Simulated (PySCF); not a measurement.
# C5H4F2: NMR shifts at several levels of theory, part 2 of 2

PySCF 2.14.0. Atoms count from 0. The steps go on from the part before.

## 8. Nuclear shieldings: PBE0/aug-cc-pVDZ

The job: settings as JSON, then the geometry in Å.

```
{"job": {"kind": "nmr", "xc": "PBE0", "basis": "aug-cc-pVDZ", "pop": true}, "charge": 0, "multiplicity": 1}
C      2.052287    -1.415987     0.044747
C      1.135223    -0.626094    -0.033969
C      0.025566     0.265041    -0.137125
C      0.151763     1.587906    -0.314183
C     -1.336161    -0.385966    -0.043951
F     -2.315210     0.536284    -0.123759
F     -1.461522    -1.027076     1.137497
H      2.873225    -2.104847     0.121317
H      1.136373     2.052909    -0.383470
H     -0.735520     2.218195    -0.393510
H     -1.488359    -1.126420    -0.849731
```

Method: GIAO PBE0/aug-cc-pVDZ NMR shielding, non-relativistic, gas phase.

What it wrote:

```text
coarse grid: 10088 points
cycle   1  E = -392.0608464961  dE =  1.017e+00  |g| = 6.551e-01  |ddm| = 1.473e+01
cycle   2  E = -391.9934061199  dE =  6.744e-02  |g| = 9.305e-01  |ddm| = 3.064e+00
cycle   3  E = -392.1403760201  dE = -1.470e-01  |g| = 9.832e-02  |ddm| = 1.642e+00
cycle   4  E = -392.1418473855  dE = -1.471e-03  |g| = 6.314e-02  |ddm| = 2.823e-01
cycle   5  E = -392.1427663852  dE = -9.190e-04  |g| = 1.929e-02  |ddm| = 1.497e-01
cycle   6  E = -392.1428521041  dE = -8.572e-05  |g| = 5.179e-03  |ddm| = 6.875e-02
cycle   7  E = -392.1428588418  dE = -6.738e-06  |g| = 1.876e-03  |ddm| = 1.736e-02
final grid: 100736 points
cycle   8  E = -392.1519608086  dE = -3.520e-05  |g| = 6.568e-03  |ddm| = 2.639e-01
cycle   9  E = -392.1519523126  dE =  8.496e-06  |g| = 9.336e-03  |ddm| = 4.954e-02
cycle  10  E = -392.1519711507  dE = -1.884e-05  |g| = 1.380e-03  |ddm| = 1.955e-02
cycle  11  E = -392.1519715875  dE = -4.367e-07  |g| = 3.684e-04  |ddm| = 5.104e-03
cycle  12  E = -392.1519716136  dE = -2.616e-08  |g| = 1.798e-04  |ddm| = 1.086e-03
cycle  13  E = -392.1519716203  dE = -6.681e-09  |g| = 6.425e-05  |ddm| = 4.051e-04
cycle  14  E = -392.1519716213  dE = -1.029e-09  |g| = 1.412e-05  |ddm| = 1.761e-04
cycle  15  E = -392.1519716214  dE = -4.627e-11  |g| = 1.859e-06  |ddm| = 3.904e-05
converged SCF energy = -392.1519716214

GIAO shielding tensors (ppm)
atom      isotropic    diamagn.    paramagn.     s11        s22        s33       span
  0 C      113.058     239.040    -125.982     56.341     71.981    210.851    154.510
  1 C      119.636     296.170    -176.534     30.326     31.939    296.644    266.319
  2 C       66.032     157.266     -91.234    -37.761     84.339    151.518    189.279
  3 C       66.708     245.923    -179.215    -48.845     68.966    180.004    228.850
  4 C       85.584     257.161    -171.578     66.397     87.448    102.906     36.509
  5 F      328.314     472.263    -143.949    242.795    337.491    404.656    161.861
  6 F      314.334     477.261    -162.927    222.264    345.348    375.391    153.126
  7 H       28.287      33.708      -5.421     24.396     24.857     35.606     11.210
  8 H       25.210      37.519     -12.309     21.734     24.767     29.128      7.393
  9 H       24.855      34.798      -9.943     21.292     23.684     29.590      8.298
 10 H       25.227      30.861      -5.634     22.673     24.975     28.034      5.361
```

Run time: 15 s. Hardware: 1 thread of Intel Xeon 6975P-C, shared host; peak memory 0.94 GiB.

This run: δ C2 129.1, C3 128.4, C4 109.5, C0 82.1, H9 6.54, H8 6.19 ppm.

## 9. NMR shieldings: PBE0/IGLO-III

The job, as its differences from that of step 8:

```diff
@@ -1,2 +1,2 @@
-{"job": {"kind": "nmr", "xc": "PBE0", "basis": "aug-cc-pVDZ", "pop": true}, "charge": 0, "multiplicity": 1}
+{"job": {"kind": "nmr", "xc": "PBE0", "basis": "IGLO-III", "pop": true}, "charge": 0, "multiplicity": 1}
 C      2.052287    -1.415987     0.044747
```

Level: GIAO PBE0/IGLO-III NMR shielding, non-relativistic, gas phase.

What it wrote:

```text
coarse grid: 10088 points
cycle   1  E = -392.1692929733  dE =  9.938e-01  |g| = 7.340e-01  |ddm| = 2.407e+00
cycle   2  E = -392.0875410797  dE =  8.175e-02  |g| = 1.056e+00  |ddm| = 7.399e-01
cycle   3  E = -392.2586943754  dE = -1.712e-01  |g| = 1.088e-01  |ddm| = 4.240e-01
cycle   4  E = -392.2600006615  dE = -1.306e-03  |g| = 7.871e-02  |ddm| = 8.701e-02
cycle   5  E = -392.2613913273  dE = -1.391e-03  |g| = 2.430e-02  |ddm| = 3.755e-02
cycle   6  E = -392.2615196027  dE = -1.283e-04  |g| = 5.591e-03  |ddm| = 1.225e-02
cycle   7  E = -392.2615266584  dE = -7.056e-06  |g| = 2.316e-03  |ddm| = 3.665e-03
final grid: 100736 points
cycle   8  E = -392.2672221822  dE = -9.952e-05  |g| = 6.650e-03  |ddm| = 8.871e-02
cycle   9  E = -392.2672119768  dE =  1.021e-05  |g| = 9.459e-03  |ddm| = 8.568e-03
cycle  10  E = -392.2672318278  dE = -1.985e-05  |g| = 1.488e-03  |ddm| = 4.806e-03
cycle  11  E = -392.2672323066  dE = -4.787e-07  |g| = 4.281e-04  |ddm| = 8.874e-04
cycle  12  E = -392.2672323436  dE = -3.707e-08  |g| = 2.030e-04  |ddm| = 2.819e-04
cycle  13  E = -392.2672323511  dE = -7.451e-09  |g| = 3.955e-05  |ddm| = 9.823e-05
cycle  14  E = -392.2672323513  dE = -1.735e-10  |g| = 2.740e-05  |ddm| = 2.495e-05
converged SCF energy = -392.2672323513

GIAO shielding tensors (ppm)
atom      isotropic    diamagn.    paramagn.     s11        s22        s33       span
  0 C       92.653     270.073    -177.421     29.917     43.762    204.278    174.361
  1 C      100.851     257.429    -156.578      1.099      3.098    298.357    297.258
  2 C       45.533     250.517    -204.984    -68.518     66.601    138.517    207.034
  3 C       45.578     255.973    -210.395    -80.571     49.736    167.569    248.140
  4 C       66.506     245.756    -179.250     48.053     68.099     83.368     35.315
  5 F      317.434     461.771    -144.337    226.160    327.627    398.516    172.357
  6 F      301.775     463.576    -161.801    201.727    333.923    369.675    167.949
  7 H       28.274      30.882      -2.608     24.304     24.803     35.716     11.412
  8 H       25.265      29.798      -4.533     21.853     24.654     29.290      7.437
  9 H       24.959      30.366      -5.407     21.435     23.732     29.708      8.273
 10 H       25.240      27.570      -2.331     22.700     24.989     28.030      5.329
```

Run time: 25 s. Hardware: 1 thread of Intel Xeon 6975P-C, shared host; peak memory 1.2 GiB.

Key values: δ C2 138.2, C3 138.2, C4 117.3, C0 91.1, H9 6.42, H10 6.13 ppm.

## 10. Nuclear shieldings: PBE0/pcSseg-0

The job, as its differences from that of step 9:

```diff
@@ -1,2 +1,2 @@
-{"job": {"kind": "nmr", "xc": "PBE0", "basis": "IGLO-III", "pop": true}, "charge": 0, "multiplicity": 1}
+{"job": {"kind": "nmr", "xc": "PBE0", "basis": "pcSseg-0", "pop": true}, "charge": 0, "multiplicity": 1}
 C      2.052287    -1.415987     0.044747
```

With the program's defaults for keys left out, this is: GIAO PBE0/pcSseg-0 NMR shielding, non-relativistic, gas phase.

What it wrote:

```text
coarse grid: 10088 points
cycle   1  E = -391.2015851278  dE =  9.623e-01  |g| = 6.366e-01  |ddm| = 3.652e+00
cycle   2  E = -391.1344525681  dE =  6.713e-02  |g| = 9.316e-01  |ddm| = 1.486e+00
cycle   3  E = -391.2832956623  dE = -1.488e-01  |g| = 8.211e-02  |ddm| = 8.593e-01
cycle   4  E = -391.2842190836  dE = -9.234e-04  |g| = 5.964e-02  |ddm| = 1.460e-01
cycle   5  E = -391.2850427545  dE = -8.237e-04  |g| = 1.502e-02  |ddm| = 5.605e-02
cycle   6  E = -391.2850941357  dE = -5.138e-05  |g| = 4.930e-03  |ddm| = 1.738e-02
cycle   7  E = -391.2851006811  dE = -6.545e-06  |g| = 8.629e-04  |ddm| = 5.379e-03
final grid: 100736 points
cycle   8  E = -391.2188405386  dE = -1.922e-05  |g| = 3.765e-03  |ddm| = 2.097e-02
cycle   9  E = -391.2188412320  dE = -6.934e-07  |g| = 3.311e-03  |ddm| = 8.583e-03
cycle  10  E = -391.2188436191  dE = -2.387e-06  |g| = 1.273e-03  |ddm| = 4.983e-03
cycle  11  E = -391.2188439926  dE = -3.735e-07  |g| = 1.739e-04  |ddm| = 1.245e-03
cycle  12  E = -391.2188439971  dE = -4.562e-09  |g| = 1.069e-04  |ddm| = 2.282e-04
cycle  13  E = -391.2188439999  dE = -2.764e-09  |g| = 2.341e-05  |ddm| = 1.075e-04
cycle  14  E = -391.2188440000  dE = -1.470e-10  |g| = 3.201e-06  |ddm| = 2.695e-05
converged SCF energy = -391.2188440000

GIAO shielding tensors (ppm)
atom      isotropic    diamagn.    paramagn.     s11        s22        s33       span
  0 C       95.283     270.733    -175.451     32.350     46.179    207.319    174.970
  1 C      106.584     276.804    -170.220      9.094     12.364    298.294    289.200
  2 C       56.852     263.298    -206.446    -56.642     75.842    151.357    207.999
  3 C       47.308     252.371    -205.063    -80.975     48.739    174.161    255.136
  4 C       67.467     239.384    -171.916     45.581     69.423     87.398     41.817
  5 F      340.371     472.304    -131.933    254.436    345.691    420.987    166.551
  6 F      314.079     473.260    -159.181    223.747    308.311    410.178    186.431
  7 H       29.421      29.176       0.245     25.806     26.196     36.261     10.455
  8 H       26.334      28.519      -2.185     22.781     25.916     30.304      7.523
  9 H       26.218      28.786      -2.568     22.966     25.116     30.571      7.606
 10 H       26.268      26.608      -0.340     23.253     25.633     29.918      6.665
```

It took 3.6 s on 1 thread of Intel Xeon 6975P-C, shared host; peak memory 0.45 GiB.

In short: δ C3 146.2, C2 136.7, C4 126.0, C0 98.2, H9 6.61, H10 6.56 ppm.

## 11. Shielding tensors: PBE0/pcSseg-2

The job, as its differences from that of step 10:

```diff
@@ -1,2 +1,2 @@
-{"job": {"kind": "nmr", "xc": "PBE0", "basis": "pcSseg-0", "pop": true}, "charge": 0, "multiplicity": 1}
+{"job": {"kind": "nmr", "xc": "PBE0", "basis": "pcSseg-2", "pop": true}, "charge": 0, "multiplicity": 1}
 C      2.052287    -1.415987     0.044747
```

Method: GIAO PBE0/pcSseg-2 NMR shielding, non-relativistic, gas phase.

What it wrote:

```text
coarse grid: 10088 points
cycle   1  E = -392.1645366926  dE =  9.844e-01  |g| = 7.381e-01  |ddm| = 2.633e+00
cycle   2  E = -392.0854751308  dE =  7.906e-02  |g| = 1.044e+00  |ddm| = 1.090e+00
cycle   3  E = -392.2551055659  dE = -1.696e-01  |g| = 1.105e-01  |ddm| = 6.647e-01
cycle   4  E = -392.2566883265  dE = -1.583e-03  |g| = 7.274e-02  |ddm| = 1.425e-01
cycle   5  E = -392.2578754135  dE = -1.187e-03  |g| = 2.312e-02  |ddm| = 6.382e-02
cycle   6  E = -392.2579925810  dE = -1.172e-04  |g| = 5.614e-03  |ddm| = 2.337e-02
cycle   7  E = -392.2579999334  dE = -7.352e-06  |g| = 2.210e-03  |ddm| = 6.015e-03
final grid: 100736 points
cycle   8  E = -392.2597254682  dE = -9.363e-05  |g| = 6.219e-03  |ddm| = 7.081e-02
cycle   9  E = -392.2597166108  dE =  8.857e-06  |g| = 8.912e-03  |ddm| = 1.439e-02
cycle  10  E = -392.2597345964  dE = -1.799e-05  |g| = 1.384e-03  |ddm| = 7.975e-03
cycle  11  E = -392.2597350186  dE = -4.222e-07  |g| = 3.836e-04  |ddm| = 1.371e-03
cycle  12  E = -392.2597350501  dE = -3.150e-08  |g| = 1.630e-04  |ddm| = 3.681e-04
cycle  13  E = -392.2597350549  dE = -4.749e-09  |g| = 2.112e-05  |ddm| = 1.332e-04
cycle  14  E = -392.2597350549  dE = -5.184e-11  |g| = 9.341e-06  |ddm| = 2.429e-05
converged SCF energy = -392.2597350549

GIAO shielding tensors (ppm)
atom      isotropic    diamagn.    paramagn.     s11        s22        s33       span
  0 C       91.728     264.986    -173.258     28.807     42.561    203.816    175.009
  1 C      100.103     261.334    -161.232      0.037      1.946    298.324    298.287
  2 C       44.779     255.863    -211.084    -70.125     65.458    139.003    209.128
  3 C       44.718     253.598    -208.880    -82.606     49.034    167.726    250.332
  4 C       65.667     236.185    -170.518     47.089     67.081     82.832     35.743
  5 F      318.500     466.577    -148.078    228.116    328.472    398.911    170.795
  6 F      302.427     468.480    -166.054    203.457    333.537    370.286    166.829
  7 H       28.187      32.152      -3.965     24.230     24.715     35.616     11.386
  8 H       25.089      29.933      -4.844     21.616     24.421     29.229      7.613
  9 H       24.835      30.579      -5.744     21.206     23.573     29.725      8.519
 10 H       25.221      27.635      -2.414     22.687     24.960     28.017      5.330
```

It took 30 s on 1 thread of Intel Xeon 6975P-C, shared host; peak memory 1.2 GiB.

This run: δ C3 139.4, C2 139.3, C4 118.5, C0 92.4, H9 6.41, H8 6.16 ppm.

## 12. Comparing the runs: NMR shifts

Shifts (ppm) of some atoms, chosen among heavy atoms and hydrogens apart, means over like atoms, with basis size and wall time:

| run | C3 | C2 | C4 | C0 | H10 | H8 | F5 | functions | time |
| --- | --- | --- | --- | --- | --- | --- | --- | --- | --- |
| PBE0/6-31G* | 125.7 | 122.8 | 108.8 | 81.4 | 6.02 | 5.87 | -132.8 | 106 | 5.8 s |
| PBE0/6-311+G(2d,p) | 133.6 | 133.4 | 113.2 | 88.8 | 6.12 | 6.12 | -135.9 | 213 | 15 s |
| PBE0/def2-SVP | 129.5 | 126.9 | 110.4 | 84.8 | 5.68 | 5.94 | -118.0 | 118 | 6.4 s |
| PBE0/def2-TZVP | 134.8 | 135.2 | 116.1 | 88.5 | 6.02 | 6.11 | -132.6 | 241 | 20 s |
| PBE0/cc-pVDZ | 129.8 | 130.2 | 110.4 | 85.1 | 5.80 | 5.95 | -128.5 | 118 | 6.9 s |
| PBE0/cc-pVTZ | 133.8 | 133.5 | 115.2 | 88.7 | 5.97 | 6.09 | -132.1 | 266 | 22 s |
| PBE0/aug-cc-pVDZ | 128.4 | 129.1 | 109.5 | 82.1 | 6.17 | 6.19 | -127.2 | 197 | 15 s |
| PBE0/IGLO-III | 138.2 | 138.2 | 117.3 | 91.1 | 6.13 | 6.11 | -135.0 | 285 | 25 s |
| PBE0/pcSseg-0 | 146.2 | 136.7 | 126.0 | 98.2 | 6.56 | 6.50 | -148.9 | 71 | 3.6 s |
| PBE0/pcSseg-2 | 139.4 | 139.3 | 118.5 | 92.4 | 6.02 | 6.16 | -134.7 | 308 | 30 s |

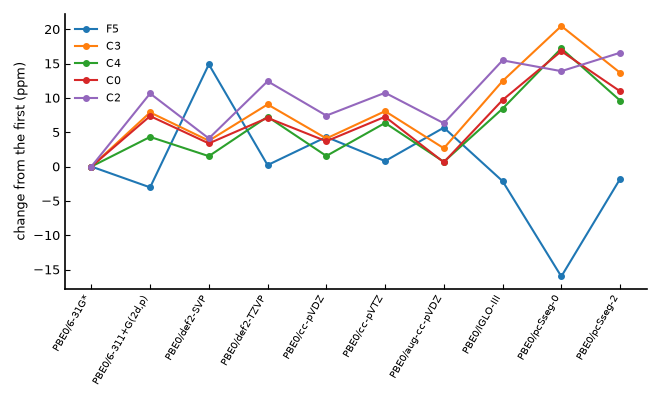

How five of the tabulated atoms move from run to run.

## 13. Outcome

This closing draws on all 2 parts.

```
                                                               quantity                                value
                                   13C shifts against TMS (PBE0/6-31G*)  125.7, 122.8, 108.8, 81.4, 71.6 ppm
                                    1H shifts against TMS (PBE0/6-31G*)           6.08, 6.02, 5.87, 2.91 ppm
19F shifts against CFCl3 (PBE0/6-31G*, means over atoms taken as alike)                           -132.8 ppm
                         range of the shift of F5 (with its like atoms)                 -148.9 to -118.0 ppm
```

Single values in the summary come from the first sound run of each kind (PBE0/6-31G*), which need not be the best level. At PBE0/6-31G*: Shielding is most anisotropic at C1 (span 261 ppm, paramagnetic term -120 ppm). In ppm, F5 (with its like atoms) moves most: its shift spreads over 30.9 ppm, from -148.9 (PBE0/pcSseg-0) to -118.0 (PBE0/def2-SVP). Most of that comes from the computed reference, not from the atom's own shielding.
